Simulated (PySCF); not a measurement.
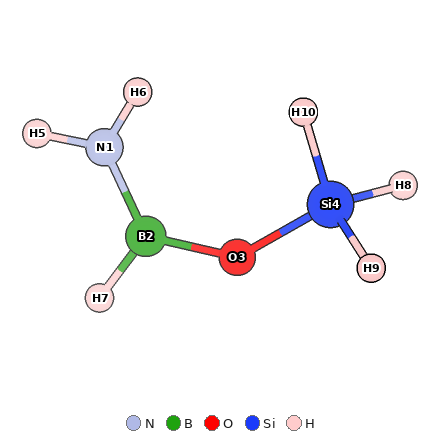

BSiNH₆O, SMILES NBO[SiH3]. Vertical core-electron binding energies by ΔSCF (HF, pcX-2 on the ionised atom, pcseg-1 elsewhere, spin-free X2C; PySCF 2.14.0, at a PBE0-D3(BJ)/def2-SVP geometry (no frequency check)), gas phase, against the vacuum level. One atom of each kind was ionised; within a panel, areas follow the number of like atoms and 2j + 1 (2p levels are split by first-order spin-orbit coupling, an approximation), Gaussians of 0.6 eV full width. Only the regions named are shown. Lines closer than the width merge in the curve.

Predict the Si 2p photoelectron lines.

| level | atoms | binding energy (eV) |
| --- | --- | --- |
| Si 2p1/2 | Si4 | 107.8 |
| Si 2p3/2 | Si4 | 107.2 |

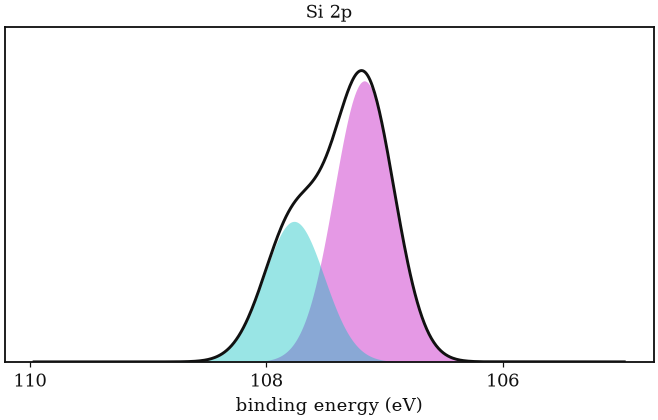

Caveats: one conformer of a flexible molecule.
